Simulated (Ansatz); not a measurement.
# SiH4: what the fields show

```xyz
5

Si    0.0003    0.0000    0.0003
H     0.0001    0.0000    1.4777
H     1.3933    0.0000   -0.4920
H    -0.6961    1.2063   -0.4923
H    -0.6961   -1.2063   -0.4923
```

Computed with Ansatz 0.2.0, RKS CAM-B3LYP-D4/def2-TZVP.

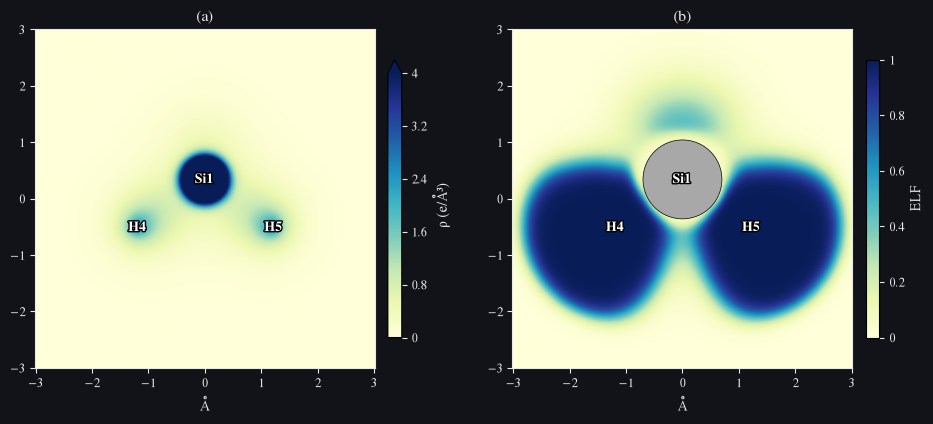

Figure 1. (a) total electron density; (b) electron localisation function on the plane of atoms H4, Si1 and H5. Grey discs cover the atomic cores in the ELF map.

Question: What do the fields say about this system?

Answer:
- The plane passes through Si and H nuclei.
- Si–H (1.48 Å): ρ is about 0.82 e/Å³ halfway; the ELF climbs to about 1 towards the hydrogen, as it does in any bond to H.

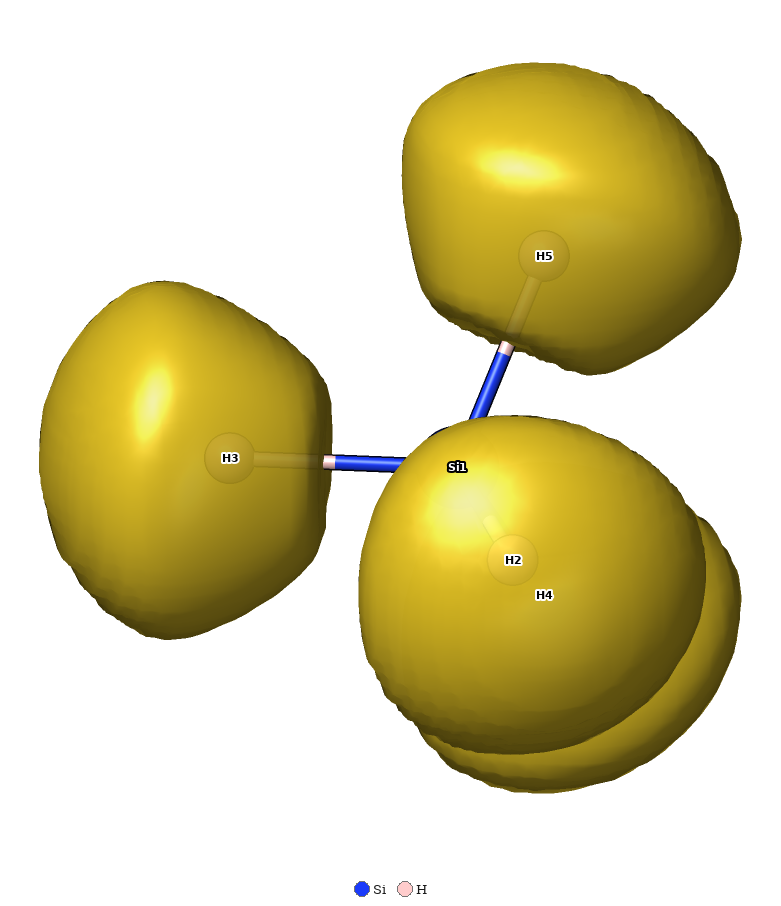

Figure 2. Isosurface of the electron localisation function at 0.9 (yellow), seen at a tilt. Only the valence region is drawn (cores and ρ < 0.01 e/Å³ removed).

Question: Where are the electrons localised?

Answer: The ELF exceeds this value in four regions around hydrogen nuclei.

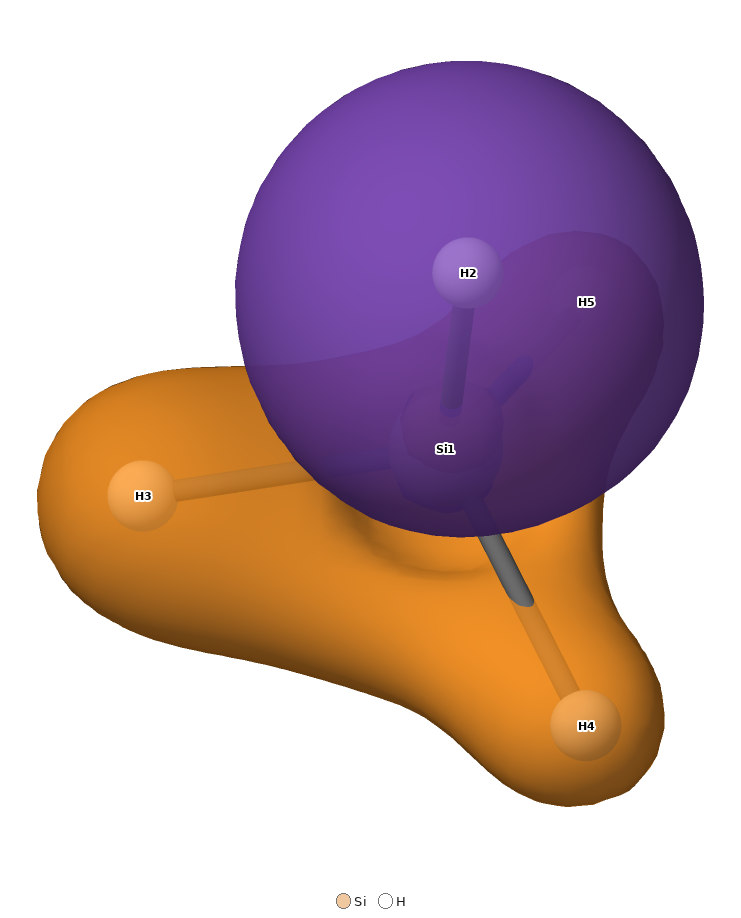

Figure 3. The HOMO at ±0.15 Å⁻³ᐟ² (orange and purple are the two phases), seen at a tilt.

Question: Where does this orbital lie, and at what energy?

Answer: Its weight (Hirshfeld) is mainly on Si1 (about 45 %) and H2 (about 40 %). It is one of a degenerate set, so its orientation is arbitrary. Its energy is −11.32 eV.
